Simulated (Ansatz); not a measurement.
# Quasi-harmonic thermodynamics of Ge (Germanium, Fd-3m), part 3 of 4

Wanted: α(T), C_P(T) and B(T) of Germanium in the quasi-harmonic approximation.

What experiment has found for this phase:
- volume expansion coefficient 16.2 1e-6/K, heat capacity C_P per formula unit 23.3 J/mol/K and bulk modulus 78 GPa near room temperature (given in “High-Throughput Prediction of Finite-Temperature Properties using the Quasi-Harmonic Approximation”, 2016, arXiv:1603.06924)

Ansatz 0.2.0; DFT PBEsol, scalar-relativistic, plane waves, PAW.

So far, principal linear expansion coefficients at 298 K (× 1e-6/K): step 5 (the quasi-harmonic study, cutoff 487.2 eV, k-mesh 16×16×16) 4.83. Also isothermal bulk modulus at 298 K (GPa): step 5 64.0. The relaxed cell has a = 5.676 Å (conventional setting).

### 7. Phonons on strained cells, k-mesh 12×12×12, q-mesh 4×4×4

Thermal expansion follows from how the free energy of the vibrations (and of the electrons in a metal) changes with strain, so the program makes strained cells, their phonons and a fit in one run.

This step: DFT PBEsol, scalar-relativistic, plane waves, PAW (Ansatz 0.2.0).

File input.yaml:

```yaml
crystal:
  lattice:
    - [0.0, 2.8378824038, 2.8378824038]
    - [2.8378824038, 0.0, 2.8378824038]
    - [2.8378824038, 2.8378824038, 0.0]
  atoms:
    - { symbol: Ge, position: [0.0, 0.0, 0.0] }
    - { symbol: Ge, position: [0.25, 0.25, 0.25] }
kpoints:
  mp_grid: { grid: [12, 12, 12] }
hamiltonian:
  xc: pbesol
scf:
  occupations: { method: methfessel_paxton, width: 0.2 }
  lower_state_search: "off"
output:
  eigenvalues: true
phonons:
  method: dfpt
  qmesh: [4, 4, 4]
  temperatures: { t_max: 1200.0, t_step: 50 }
  thermal_expansion: {}
```

Run with:

```
ansatz run input.yaml --threads 8 --pin off --max-ram 16384MiB --backend cpu --events-out ev --progress --plain --runs-dir out
```

Numbers of over 12 decimals in the logs are rounded to 6 here.

The program printed:

```text
[...]
Crystal: 2 atoms, lattice volume = 45.710 Å³
Basis set: ecut = 487.2 eV, 1139 PW (Γ), exchange–correlation on 60×60×60 points (8 copies of the dense FFT grid, shifted against one another)
Bands: 18, of which v1, the nominal top of the filled ones, is band 14 counted from 1 (13 counted from 0)
Symmetry: 48 space group operations
[...]
k-points: 72 of 1728
[...]
SCF iter   1: F=—  HF=-8506.995919 eV  |F-HF|=—  |Δ(HF+E_count)|=         —  Δρ=2.62e-3  dr2=3.81e-3  ethr=1.77e-3  ⟨swp⟩=5.0  Hψ=5696  notcnv=0
[...]
SCF iter  10: F=-8506.994539 eV  HF=-8506.994539 eV  |F-HF|=0.00e0  |Δ(HF+E_count)|=  1.09e-11  S|Δr|=    0.00e0  Δρ=1.43e-8  dr2=5.21e-14  ethr=1.00e-12  ⟨swp⟩=5.0  Hψ=5269  notcnv=0
SCF 1 converged in 10 iterations: F = -8506.994539 eV  dr2 = 5.21e-14
[...]
relax step   1: F+E_penalty+E_count = -8506.99453924 eV  Δ(F+E_penalty+E_count) = +0.000e0 eV  max|allowed force component| = 9.252e-18 eV/Å  Δτ_max = 0.0000 Å  (10 SCF iters, accepted)
SCF converged after 10 iterations
[...]
Free energy (F): -8506.994539 eV
[...]
Internal energy: -8506.994700 eV  (E = F + TS)
E sigma→0 (E₀):  -8506.994580 eV
Entropy (-TS):   0.000161 eV (0.081 meV/atom)
Fermi energy:    8.314211 eV
[...]
--- Stress (GPa, compression-positive) ---
       -0.000486      -0.000000       0.000000
       -0.000000      -0.000486       0.000000
        0.000000      -0.000000      -0.000486
  P = ⅓ Tr σ = -0.0005 GPa (-0.005 kbar)
--- Band table (eV; the first three rows and the last of 72) ---
  k-point 0: bands = [... 10 lower, -4.4073, 8.2122, 8.3153, 8.3153, 8.3153, 10.8375, 10.8375, 10.8375]
  k-point 1: bands = [... 10 lower, -4.3230, 6.7372, 8.1495, 8.1495, 9.1989, 11.0588, 11.0588, 11.2104]
  k-point 2: bands = [... 10 lower, -4.0732, 5.1240, 7.7971, 7.7971, 9.1873, 11.5233, 11.5233, 12.3821]
  k-point 71: bands = [... 10 lower, -0.4527, -0.4527, 4.4237, 4.4237, 12.5583, 12.5583, 12.9416, 12.9416]
── thermal expansion: 3 new cells, 3 in all ──
thermal expansion: relaxation of cell 2
thermal expansion: relaxation of cell 3
── thermal expansion: 2 new cells, 5 in all ──
thermal expansion: relaxation of cell 4
thermal expansion: electrons of cell 4
thermal expansion: phonons of cell 4
thermal expansion: relaxation of cell 5
thermal expansion: electrons of cell 1
thermal expansion: electrons of cell 2
thermal expansion: electrons of cell 3
thermal expansion: electrons of cell 5
thermal expansion: phonons of cell 5
── thermal expansion: 5 new cells, 10 in all ──
thermal expansion: relaxation of cell 6
thermal expansion: relaxation of cell 7
thermal expansion: relaxation of cell 8
thermal expansion: relaxation of cell 9
thermal expansion: relaxation of cell 10
thermal expansion: electrons of cell 6
thermal expansion: electrons of cell 7
thermal expansion: electrons of cell 8
thermal expansion: electrons of cell 9
thermal expansion: electrons of cell 10
thermal expansion: phonons of cell 6
thermal expansion: phonons of cell 7
--- Relaxed structure (1 steps of the walk, 1 accepted, 0 SCFs on fresh bases) ---
  F+E_penalty+E_count = -8506.99453924 eV   max|allowed force component| = 9.252e-18 eV/Å
  atoms:
    - { symbol: Ge, position: [0.0, 0.0, 0.0] }
    - { symbol: Ge, position: [0.25, 0.25, 0.25] }
--- Thermal expansion: 10 cells in 3 rounds, 0 GPa ---
  no lower state was looked for at cell 4: scf.lower_state_search: off
  without vibrations: a 4.01341, b 4.01341, c 4.01341 Å, V 45.7117 Å³, B 66.93 GPa
  at 0 K: a 4.01878, b 4.01878, c 4.01878 Å, V 45.8953 Å³, B 65.95 GPa
  zero-point expansion: a +0.134, b +0.134, c +0.134, V +0.402 %
[...]
0.00    4.01878    4.01878    4.01878    45.8953 |    0.00    0.00    0.00    0.00 |   11.66 |     0.000     0.000 |    65.95    65.95
   150.00    4.01983    4.01983    4.01983    45.9313 |    4.75    4.75    4.75   14.26 |   18.19 |    37.955    37.900 |    65.20    65.30
   298.15    4.02345    4.02345    4.02345    46.0555 |    6.90    6.90    6.90   20.70 |       - |    46.501    46.276 |    63.75    64.06
   400.00    4.02640    4.02640    4.02640    46.1570 |    7.47    7.47    7.47   22.40 |   21.64 |    48.205    47.856 |    62.70    63.16
   550.00    4.03109    4.03109    4.03109    46.3183 |    8.01    8.01    8.01   24.03 |   22.66 |    49.397    48.856 |    61.13    61.81
   700.00    4.03607    4.03607    4.03607    46.4901 |    8.44    8.44    8.44   25.33 |   23.49 |    50.076    49.328 |    59.54    60.44
   850.00    4.04131    4.04131    4.04131    46.6713 |    8.85    8.85    8.85   26.54 |   24.23 |    50.587    49.613 |    57.94    59.07
  1000.00    4.04679    4.04679    4.04679    46.8617 |    9.25    9.25    9.25   27.75 |   24.94 |    51.048    49.824 |    56.31    57.70
  1150.00    4.05254    4.05254    4.05254    47.0616 |    9.67    9.67    9.67   29.00 |   25.64 |    51.510    50.011 |    54.67    56.31
  1200.00    4.05451    4.05451    4.05451    47.1304 |    9.81    9.81    9.81   29.43 |   25.88 |    51.669    50.073 |    54.12    55.85
[...]
vibrations' free energy: its fit passes through its cells
[...]
free energies summed between the sampled wave vectors
[...]
no band gap in 2 cells: 7, 10, and one in the others
```

Run time: 11 min. Hardware: 8 threads of Arm Neoverse V1, shared host; peak memory 3.9 GiB; 86 min of CPU time.

This step gave:

```
pressure                                         : -4.86e-4 GPa
volume expansion coefficient at 298 K            : 20.70 1e-6/K
C_P at 298 K                                     : 23.25 J/mol-atom/K
entropy at 298 K                                 : 32.57 J/mol-atom/K
isothermal bulk modulus at 298 K                 : 63.75 GPa
Grüneisen parameter at 298 K                     : 0.7908
volume at 298 K                                  : 23.03 Å³/atom
principal linear expansion coefficients at 298 K : 6.899, 6.899, 6.899 1e-6/K
```

Strained cells of the study; zero-point energy where phonons were solved; the pressures are stresses at a fixed cutoff and can carry an offset from the finite basis. Expansion cells, by row:

```tsv
cell	|a| (Å)	|b| (Å)	|c| (Å)	V (Å³/atom)	E - E_lowest (meV/atom)	pressure, compression positive (GPa)	gap (eV)	zero-point energy (meV/atom)
1	4.013	4.013	4.013	22.86	0.001	-0.023	1.78e-15	-
2	4.045	4.045	4.045	23.41	2.668	-1.534	3.55e-15	-
3	3.982	3.982	3.982	22.32	2.771	1.66	0.1139	-
4	4.014	4.014	4.014	22.86	0	-0.038	1.78e-15	34.17
5	4.034	4.034	4.034	23.2	1.087	-1.002	7.11e-15	33.6
6	4.049	4.049	4.049	23.47	3.303	-1.696	1.07e-14	33.16
7	4.067	4.067	4.067	23.78	7.305	-2.448	-	32.66
8	3.974	3.974	3.974	22.19	4.3	2.1	0.1671	-
9	3.994	3.994	3.994	22.52	1.045	0.991	0.03022	-
10	4.094	4.094	4.094	24.26	16.08	-3.483	-	-
```

Quasi-harmonic; a, b, c are the run's own cell vectors. Expansion, by row:

```tsv
T (K)	a (Å)	b (Å)	c (Å)	alpha (deg)	beta (deg)	gamma (deg)	cell volume (Å³/cell)	alpha_a (1e-6/K)	alpha_b (1e-6/K)	alpha_c (1e-6/K)	alpha_V (1e-6/K)	C_P (J/mol-atom/K)	C_V (J/mol-atom/K)	S (J/mol-atom/K)	B_T (GPa)	B_S (GPa)	Grueneisen	extrapolation	fit error (1e-6/K)
0	4.019	4.019	4.019	60	60	60	45.9	0	0	0	0	0	0	0	65.95	65.95	-	0	0
50	4.019	4.019	4.019	60	60	60	45.89	0.16	0.16	0.16	0.47	6.861	6.861	3.746	65.89	65.89	0.062	0	0
100	4.019	4.019	4.019	60	60	60	45.9	2.79	2.79	2.79	8.36	14.53	14.52	11	65.61	65.64	0.522	0	0
150	4.02	4.02	4.02	60	60	60	45.93	4.75	4.75	4.75	14.26	18.98	18.95	17.84	65.2	65.3	0.678	0	0
200	4.021	4.021	4.021	60	60	60	45.97	5.84	5.84	5.84	17.52	21.26	21.21	23.64	64.73	64.9	0.74	0	0.01
250	4.022	4.022	4.022	60	60	60	46.01	6.49	6.49	6.49	19.46	22.52	22.43	28.53	64.24	64.48	0.772	0	0.01
298.1	4.023	4.023	4.023	60	60	60	46.06	6.9	6.9	6.9	20.7	23.25	23.14	32.57	63.75	64.06	0.791	0	0.01
300	4.024	4.024	4.024	60	60	60	46.06	6.91	6.91	6.91	20.74	23.27	23.16	32.71	63.73	64.05	0.791	0	0.01
350	4.025	4.025	4.025	60	60	60	46.11	7.22	7.22	7.22	21.67	23.76	23.62	36.34	63.22	63.6	0.805	0	0.01
400	4.026	4.026	4.026	60	60	60	46.16	7.47	7.47	7.47	22.4	24.1	23.93	39.53	62.7	63.16	0.816	0	0.01
450	4.028	4.028	4.028	60	60	60	46.21	7.67	7.67	7.67	23.01	24.35	24.15	42.39	62.18	62.71	0.824	0	0.01
500	4.029	4.029	4.029	60	60	60	46.26	7.85	7.85	7.85	23.54	24.54	24.31	44.97	61.65	62.26	0.832	0	0.01
550	4.031	4.031	4.031	60	60	60	46.32	8.01	8.01	8.01	24.03	24.7	24.43	47.31	61.13	61.81	0.838	0	0.02
600	4.033	4.033	4.033	60	60	60	46.37	8.16	8.16	8.16	24.48	24.83	24.52	49.47	60.6	61.35	0.845	0	0.02
650	4.034	4.034	4.034	60	60	60	46.43	8.3	8.3	8.3	24.91	24.94	24.6	51.46	60.07	60.9	0.85	0	0.02
700	4.036	4.036	4.036	60	60	60	46.49	8.44	8.44	8.44	25.33	25.04	24.66	53.31	59.54	60.44	0.856	0	0.02
750	4.038	4.038	4.038	60	60	60	46.55	8.58	8.58	8.58	25.73	25.13	24.72	55.04	59.01	59.99	0.861	0	0.02
800	4.04	4.04	4.04	60	60	60	46.61	8.71	8.71	8.71	26.14	25.21	24.77	56.67	58.47	59.53	0.866	0	0.01
850	4.041	4.041	4.041	60	60	60	46.67	8.85	8.85	8.85	26.54	25.29	24.81	58.2	57.94	59.07	0.871	0	0.01
900	4.043	4.043	4.043	60	60	60	46.73	8.98	8.98	8.98	26.94	25.37	24.84	59.65	57.4	58.62	0.876	0	0.01
950	4.045	4.045	4.045	60	60	60	46.8	9.11	9.11	9.11	27.34	25.45	24.88	61.02	56.86	58.16	0.88	0	0.01
1000	4.047	4.047	4.047	60	60	60	46.86	9.25	9.25	9.25	27.75	25.52	24.91	62.33	56.31	57.7	0.885	0	0.02
1050	4.049	4.049	4.049	60	60	60	46.93	9.39	9.39	9.39	28.16	25.6	24.94	63.57	55.77	57.24	0.89	0	0.02
1100	4.051	4.051	4.051	60	60	60	46.99	9.53	9.53	9.53	28.58	25.68	24.98	64.77	55.22	56.78	0.894	0	0.03
1150	4.053	4.053	4.053	60	60	60	47.06	9.67	9.67	9.67	29	25.75	25.01	65.91	54.67	56.31	0.899	0	0.03
1200	4.055	4.055	4.055	60	60	60	47.13	9.81	9.81	9.81	29.43	25.84	25.04	67.01	54.12	55.85	0.903	0	0.04
```

Expansion coefficient against temperature; values in 1e-6/K:

```tsv
temperature (K)	volume	principal 1
0	0	0
150	14.3	4.75
298	20.7	6.9
350	21.7	7.22
500	23.5	7.85
650	24.9	8.3
800	26.1	8.71
900	26.9	8.98
1050	28.2	9.39
1200	29.4	9.81
```

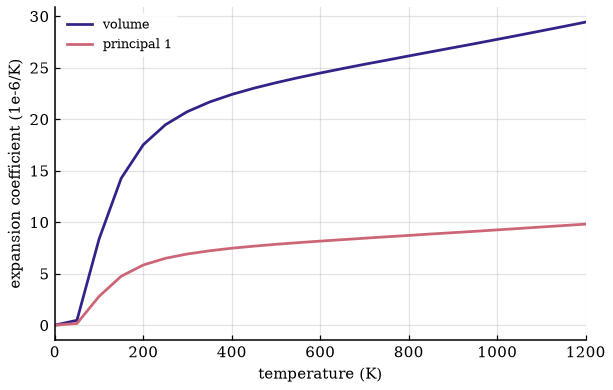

Expansion coefficient against temperature.

Changing the q-mesh (2×2×2 → 4×4×4) and the k-mesh (16×16×16 → 12×12×12) takes the volume expansion at 298 K from 14.5 to 20.7 × 10⁻⁶/K and B_T from 64.0 to 63.8 GPa.

### 8. Relaxing at another setting

The functional, the potentials or the cutoff change, so the crystal is relaxed again at the new setting.

input.yaml, the sections that differ from step 7:

```yaml
kpoints:
  mp_grid: { grid: [16, 16, 16] }
output:
  forces: true
  stress: true
  eigenvalues: true
basis:
  ecutwfc: 320.0
relax:
  adjacent_minimum: "off"
  f_tol: 0.001
  max_steps: 60
  cell: { stress_tol: 0.01 }
# crystal, hamiltonian, scf: as in step 7
# phonons: removed
```

A lower cutoff is cheaper; the question is how far the property drifts.

The program printed:

```text
Warning: basis.ecutwfc = 320 eV is below the records' recommended 420 eV, and the density's cutoff is lower with it unless basis.ecutrho_ratio is high enough to keep the records' density cutoff: compare with a run at a higher cutoff
[...]
Crystal: 2 atoms, lattice volume = 45.710 Å³
[...]
k-point 144: bands = [... 10 lower, -0.4554, -0.4554, 4.4212, 4.4212, 12.5563, 12.5563, 12.9417, 12.9417]
--- Relaxed structure (1 steps of the walk, 1 accepted, 1 SCFs on fresh bases) ---
[...]
cell:  # Å, volume = 45.7102 Å³
    - [0.0, 2.8378824038, 2.8378824038]
    - [2.8378824038, 0.0, 2.8378824038]
    - [2.8378824038, 2.8378824038, 0.0]
  atoms:
    - { symbol: Ge, position: [0.0, 0.0, 0.0] }
    - { symbol: Ge, position: [0.25, 0.25, 0.25] }
[key lines of the parts left out:]
SCF converged after 7 iterations
Free energy (F): -8506.899356 eV
Fermi energy:    8.331599 eV
P = ⅓ Tr σ = 0.0056 GPa (0.056 kbar)
```

The job ended after 1.7 s (8 threads; peak memory 0.41 GiB; 11 s of CPU time).

Little changed from the start: no atom moved by 0.005 Å and no cell edge by 0.1 %.

Numbers from this step:

```yaml
pressure: 0.005589 GPa
```

The residual pressure is 0.0056 GPa, small enough for phonons.

### 9. The quasi-harmonic study, cutoff 320 eV, q-mesh 4×4×4

Thermal expansion follows from how the free energy of the vibrations (and of the electrons in a metal) changes with strain, so the program makes strained cells, their phonons and a fit in one run.

input.yaml, the sections that differ from step 8:

```yaml
output:
  eigenvalues: true
phonons:
  method: dfpt
  qmesh: [4, 4, 4]
  temperatures: { t_max: 1200.0, t_step: 50 }
  thermal_expansion: {}
# crystal, kpoints, hamiltonian, scf, basis: as in step 8
# relax: removed
```

The program printed:

```text
[...]
Warning: basis.ecutrho_ratio = 4 (ecutrho = 1280 eV) is below the records' recommended 1680 eV
[...]
Crystal: 2 atoms, lattice volume = 45.710 Å³
Basis set: ecut = 320 eV, 609 PW (Γ), exchange–correlation on 48×48×48 points (8 copies of the dense FFT grid, shifted against one another)
[...]
scattered_undisplaced_shifts: the energies of the phonon calculations with no ion displaced, minus the static ones, do not follow the volume (cell 4 +0.00, cell 5 +8.43, cell 6 +16.07, cell 7 +25.92 meV an atom). One lies 2.01 meV an atom off the line through the others, and one 0.59 off that through all. In a new run, set SCF settings or starting moments that lead all calculations to one electronic state, or raise basis.ecutwfc if it is too low to compare them
[key lines of the parts left out:]
SCF converged after 9 iterations
Free energy (F): -8506.899356 eV
Fermi energy:    8.331599 eV
P = ⅓ Tr σ = 0.0056 GPa (0.056 kbar)
```

Wall time 19 min (8 threads); peak memory 5.7 GiB.

Strained cells of the study; zero-point energy where phonons were solved; the pressures are stresses at a fixed cutoff and can carry an offset from the finite basis. Expansion cells, by row:

```tsv
cell	|a| (Å)	|b| (Å)	|c| (Å)	V (Å³/atom)	E - E_lowest (meV/atom)	pressure, compression positive (GPa)	gap (eV)	zero-point energy (meV/atom)
1	4.013	4.013	4.013	22.86	0	-3.726	5.33e-15	-
2	4.045	4.045	4.045	23.41	2.688	-5.157	1.78e-15	-
3	3.982	3.982	3.982	22.32	2.962	-2.132	0.1131	-
4	4.014	4.014	4.014	22.87	0.002	-3.764	3.55e-15	34.03
5	4.034	4.034	4.034	23.21	1.276	-4.685	1.42e-14	33.45
6	4.05	4.05	4.05	23.49	3.557	-5.35	4.44e-15	32.99
7	4.068	4.068	4.068	23.8	7.579	-6.053	-	32.47
8	3.974	3.974	3.974	22.19	4.165	-1.724	0.1628	-
9	3.994	3.994	3.994	22.53	1.313	-2.807	0.0262	-
10	4.095	4.095	4.095	24.28	16.34	-7.015	-	-
```

Changing the k-mesh (12×12×12 → 16×16×16) and the cutoff (487.2 → 320 eV) takes the volume expansion at 298 K from 20.7 to 21.1 × 10⁻⁶/K and B_T from 63.8 to 63.7 GPa.

[end of part 3 of 4]

[Logs are printed without paths, hosts, clocks, repeated set-up lines and the standing remarks that a program may print on its own settings, such as how far it seeks lower states.]

[Hosts, paths, dates, database ids (printed as entryN), source tags and the programs' standing remarks are cut or masked in the printed files.]

[A step with changed settings may run another functional than the one named; its input shows which.]

[Pressures of single members of a volume series are the stress at the run's cutoff; with an incomplete basis they can lie off −dE/dV of the same runs, and they are not shown converged.]
